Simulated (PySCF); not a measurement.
Input file:

```
{"job": {"kind": "nmr", "xc": "PBE0", "basis": "pcSseg-1"}, "charge": 0, "multiplicity": 1}
B     -1.685059    -0.149899     1.595055
N     -0.681875     0.223992     0.344395
C     -1.424292     0.720737    -0.807595
C      0.173321    -0.917180     0.028753
C      1.351086    -0.616970    -0.903697
C      2.326886     0.398046    -0.322210
F      1.780550     1.663131    -0.347472
H     -2.346938    -1.072525     1.233443
H     -0.970723    -0.428564     2.511103
H     -2.327979     0.829901     1.807657
H     -0.112831     0.983066     0.708605
H     -0.766248     1.100424    -1.591830
H     -2.081721     1.522995    -0.481778
H     -2.040840    -0.084380    -1.203781
H      0.553364    -1.306946     0.975446
H     -0.461439    -1.688230    -0.414288
H      1.000785    -0.253194    -1.871408
H      1.896579    -1.545558    -1.075889
H      3.247223     0.450878    -0.911553
H      2.565005     0.180954     0.724008
```

Command:

```sh
OMP_NUM_THREADS=1 python probes_run.py task.json out
```

Geometry: GFN2-xTB.

Method: PBE0/pcSseg-1, SCF density, gas phase, non-relativistic (PySCF).

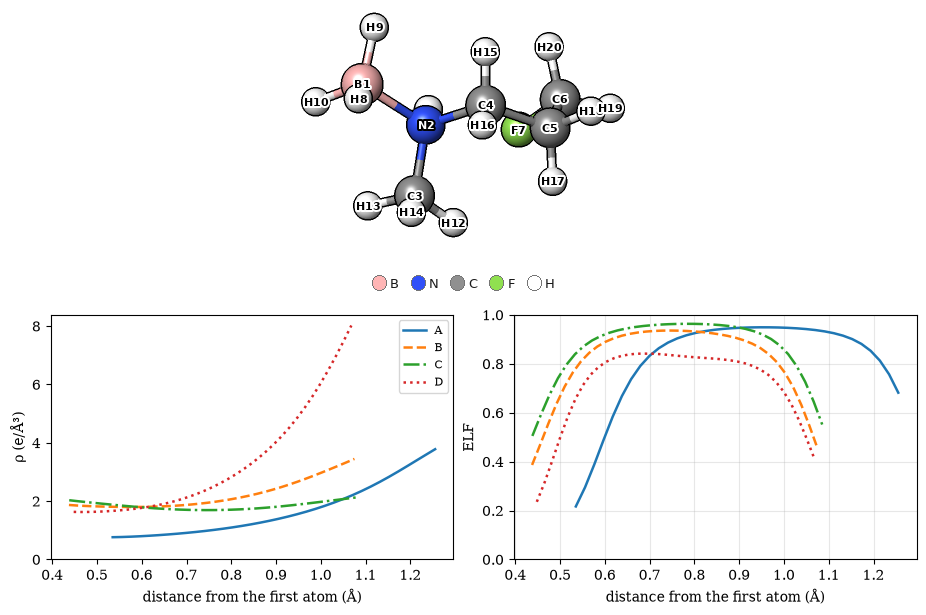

C4H13BFN. Electron density and ELF along straight lines between neighbouring atoms. The curves leave out the atomic cores. The structure is drawn too.

### Which curve belongs to which contact (B–N, C–C, C–F and C–N)? The first atom named is at distance zero.

Curve A: B–N (1.65 Å): the density is about 1.2 e/Å³ at the midpoint; the ELF peaks at about 0.95 between the atoms, as expected for a polar covalent bond. Curve B: C–N (1.46 Å): ρ at the midpoint is about 1.9 e/Å³; the ELF peaks at about 0.95 between the atoms (a shared electron pair). Curve C: C–C (1.52 Å): ρ is about 1.7 e/Å³ halfway; the ELF peaks at about 0.95 between the atoms; localised, covalent bonding. Curve D: C–F (1.38 Å): ρ is about 2.1 e/Å³ halfway, with its minimum of 1.6 e/Å³ about 0.5 Å from C; the ELF peaks at about 0.85 between the atoms; a shared but strongly polarised pair.
